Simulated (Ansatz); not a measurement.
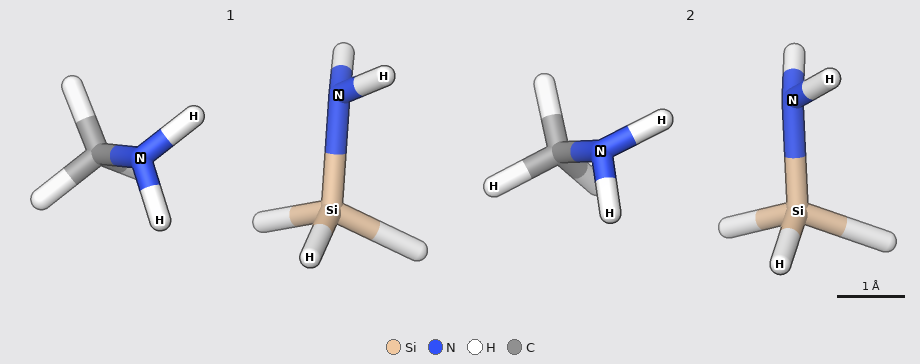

Two geometries of CH₁₀N₂Si, drawn at one scale. One is the start of a relaxation, the other its converged end. Style: stick. Shown from a free direction.

All numbers below come from RKS LDA/def2-SVP in Ansatz. (no spin polarisation; force threshold 0.03 eV/Å; at most 50 steps)

Which one is relaxed?

Answer. Structure 2 is the relaxed one. The run prepares an end point of a later path (reaction) calculation, from a guessed geometry. The energy falls by 6.20 kJ/mol in 5 accepted moves (6 points after the start). The largest force component goes from 0.91 to 0.028 eV/Å. The line search rejected the trial step at point 3 of the run. The largest moves after the best rigid fit, 0.25 Å, are those of H atoms. Largest moves by element: H 0.25 Å, N 0.13 Å, Si 0.11 Å, C 0.02 Å. Among the contacts that change: N–Si 1.787 → 1.743 Å, H–N 1.026 → 1.037 Å.
